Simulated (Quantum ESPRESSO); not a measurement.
# Energy and gap at +3 % biaxial strain: F-AlN-H chair, 1 layer

How the rows were computed: Quantum ESPRESSO 7.5 driven by ASE, PBE, GBRV ultrasoft, ESM (bc1); atomic heights clamped; cell area 8.684 Å² at zero strain.

| strain (%) | energy (meV a cell) | gap on the mesh (eV) |
| --- | --- | --- |
| −3 | 70.34 | 2.733 |
| −1.5 | 17.51 | 2.900 |
| 0 | 0.00 | 3.045 |
| +1.5 | 13.79 | 3.160 |

One more run was made and is withheld. What are energy and gap at +3 %, and how stiff is the sheet?

By hand: About zero, E'' = (17.51 + 13.79 − 2 × 0.00)/1.5² = 13.91 meV per %² and E' = (13.79 − 17.51)/3 = −1.24 meV per %. With E = A K ε², where K = (C11 + C22)/2 + C12 (C11 + C12 for a hexagonal sheet), K = 13.91 × 10/(2 × 8.684) × 16.02 = 128 N/m. The parabola gives E(+3 %) = 0.00 + 3 × (−1.24) + 4.5 × 13.91 = 58.9 meV. Continuing the last slope, the gap is 2 × 3.160 − 3.045 = 3.275 eV.

**The withheld run.** E = 55.3 meV and the gap 3.238 eV. The parabola misses by +3.6 meV, too high, since bonds soften under tension. The gap's line misses by +0.037 eV: the gap is not linear in strain.

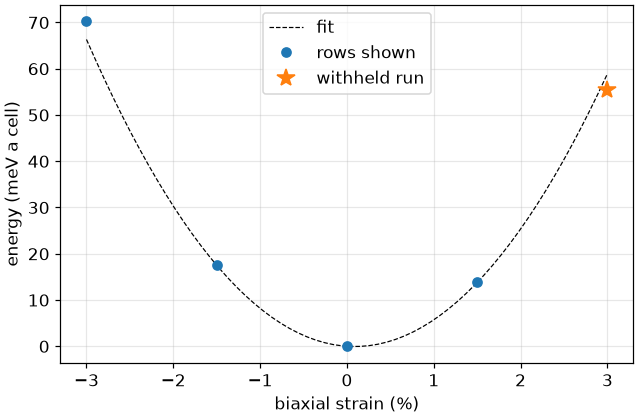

The rows shown, the fit and the withheld run.

Caveats: Clamped heights stiffen sheets with several planes. Semilocal gap, no spin-orbit coupling.
